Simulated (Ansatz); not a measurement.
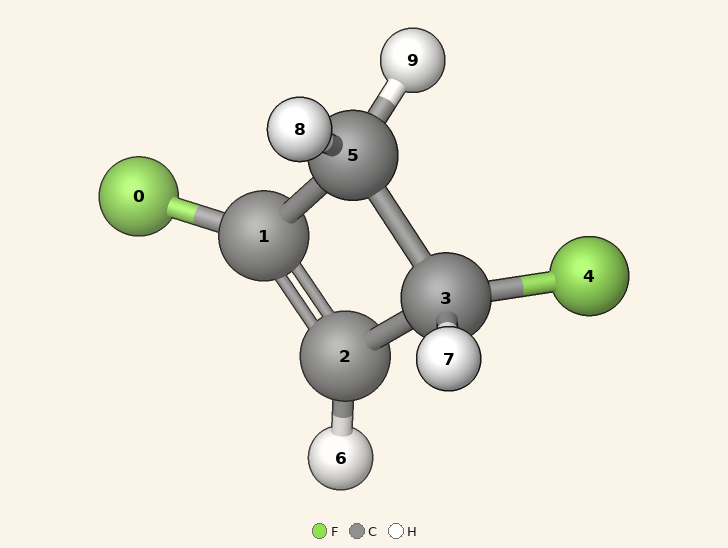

Starting geometry of the run. Atoms are numbered from 0, in the order of the input.

The calculation was set up as follows.

```yaml
crystal:
  periodic: [false, false, false]
  atoms:
    - {symbol: F, position_ang: [-1.390305, 0.159551, -1.942733]}
    - {symbol: C, position_ang: [-0.541078, 0.103794, -0.938172]}
    - {symbol: C, position_ang: [0.786508, 0.104708, -0.868348]}
    - {symbol: C, position_ang: [0.715450, -0.134037, 0.613293]}
    - {symbol: F, position_ang: [1.267182, 0.852583, 1.402915]}
    - {symbol: C, position_ang: [-0.835222, -0.067896, 0.514418]}
    - {symbol: H, position_ang: [1.603046, 0.184272, -1.570013]}
    - {symbol: H, position_ang: [1.109099, -1.090667, 0.966176]}
    - {symbol: H, position_ang: [-1.381427, -0.968400, 0.804654]}
    - {symbol: H, position_ang: [-1.250052, 0.804891, 1.020909]}
basis:
  gaussian: {orbitals: aug-pcseg-2}
hamiltonian: {xc: {name: B97M-V}}
output: {forces: true}
```

It was started with:

```sh
ansatz run in.yaml --threads 4 --pin off --events-out ev --progress --plain --max-ram 10444MiB
```

Result:

```
Functional definition: B97M-V
  name "B97M-V"
  cite "Mardirossian & Head-Gordon, J. Chem. Phys. 142, 074111 (2015) doi:10.1063/1.4907719"
  cite "Becke, J. Chem. Phys. 107, 8554 (1997) doi:10.1063/1.475007"
  cite "Vydrov & Van Voorhis, J. Chem. Phys. 133, 244103 (2010) doi:10.1063/1.3521275"
  # Of w^i u^j: cxij and so on, Table III.
  parameter cx00 = 1.000
  parameter cx01 = 1.308
  parameter cx02 = 1.901
  parameter cx10 = 0.416
  parameter cx11 = 3.070
  parameter css00 = 1.000
  parameter css02 = -1.855
  parameter css10 = -5.668
  parameter css32 = -20.497
  parameter css42 = -20.364
  parameter cos00 = 1.000
  parameter cos01 = 1.573
  parameter cos03 = -6.298
  parameter cos10 = 2.535
  parameter cos32 = -6.427
  parameter b = 6.0
  parameter c = 0.01
  gx(w, u) = cx00 + cx01*u + cx02*u^2 + (cx10 + cx11*u)*w
  gss(w, u) = css00 + css02*u^2 + css10*w + (css32*w^3 + css42*w^4)*u^2
  gos(w, u) = cos00 + cos01*u + cos03*u^3 + cos10*w + cos32*w^3*u^2
  exchange = spin_sum(e_x_unif_s*gx(b97_w, b97_u_x))
  correlation = spin_sum(e_c_pw_mod_same_spin*gss(b97_w, b97_u_same))
      + integral(e_c_pw_mod_opposite_spin*gos(b97_w_opposite, b97_u_opposite)) + vv10(b, c)
1446 factors; their error is unknown
mean field evaluation 1: about -9637.3262 eV, gradient 6.5e1 eV
mean field evaluation 2: about -9627.4695 eV, gradient 8.9e1 eV
mean field evaluation 4: about -9646.9702 eV, gradient 8.0e0 eV
mean field evaluation 8: about -9647.0947 eV, gradient 3.6e-1 eV
mean field evaluation 16: about -9647.0201 eV, gradient 1.1e-2 eV
mean field -9647.02005791 eV, -354.5214481432 hartree, gradient 5.9e-5 eV, S^2 0.000000; 0 other end points of the search recorded, 0 dependent functions left out
the calculation of the forces begins
reference -9647.02016050 eV, -354.5214519133 hartree; 23, 23 occupied and 345, 345 virtual orbitals, 1446 factors
Total energy: -9647.02016050 eV, -354.5214519133 hartree
Atom 0 at    -1.390305     0.159551    -1.942733 Å, force    -0.052516    -0.009022    -0.051435 eV/Å
Atom 1 at    -0.541078     0.103794    -0.938172 Å, force     0.195096    -0.002863     0.282230 eV/Å
Atom 2 at     0.786508     0.104708    -0.868348 Å, force     0.054968     0.015202    -0.037740 eV/Å
Atom 3 at     0.715450    -0.134037     0.613293 Å, force    -0.070951    -0.294273    -0.199328 eV/Å
Atom 4 at     1.267182     0.852583     1.402915 Å, force     0.011547     0.069553     0.035910 eV/Å
Atom 5 at    -0.835222    -0.067896     0.514418 Å, force    -0.053286     0.032644    -0.007937 eV/Å
Atom 6 at     1.603046     0.184272    -1.570013 Å, force    -0.180759    -0.021823     0.169534 eV/Å
Atom 7 at     1.109099    -1.090667     0.966176 Å, force    -0.079087     0.215036    -0.056736 eV/Å
Atom 8 at    -1.381427    -0.968400     0.804654 Å, force     0.097670     0.184731    -0.044304 eV/Å
Atom 9 at    -1.250052     0.804891     1.020909 Å, force     0.077316    -0.189185    -0.090193 eV/Å
Dipole moment:    -0.064411    -0.262492    -0.018954 e Å
```

The calculation finished and met its thresholds.
